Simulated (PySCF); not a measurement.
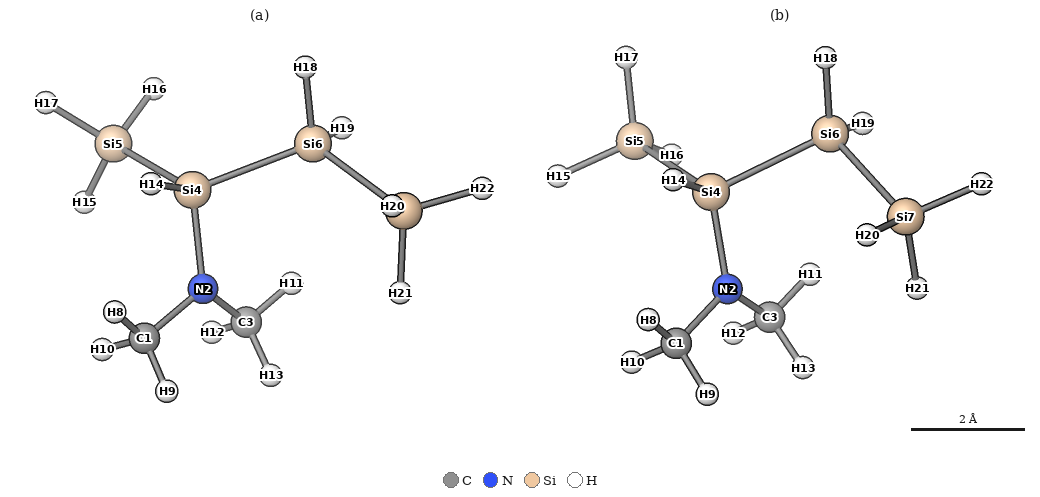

The structure of C₂H₁₅NSi₄ before (left) and after (right) a relaxation, at one scale.

A ball-and-stick model, seen at a tilt.

The start comes from GFN2-xTB. Its atoms were then displaced at random by about 0.01 Å.

Theory: PySCF 2.14.0, density-fitted response routines, PBE0-D3(BJ)/def2-SVP geometry optimisation, gas phase. 

### What changed between the two?

The atom that moves furthest after the best rigid fit is H17 (1.36 Å). By element the largest moves are H 1.36 Å, Si 0.34 Å, C 0.24 Å, N 0.09 Å. Among the contacts that change: Si4–Si6 2.291 → 2.349 Å, Si7–H20 1.449 → 1.495 Å, C1–H9 1.062 → 1.105 Å, C3–H12 1.077 → 1.110 Å. Bond angles that change, for instance: Si4–Si6–Si7 119.8° → 104.4°, Si5–Si4–Si6 118.8° → 111.2°, N2–Si4–H14 99.5° → 106.8°. Groups turn about Si4–Si5 by about 55°, Si6–Si7 by about 25°. After 27 geometry steps the energy has fallen by 43.7 kJ/mol.
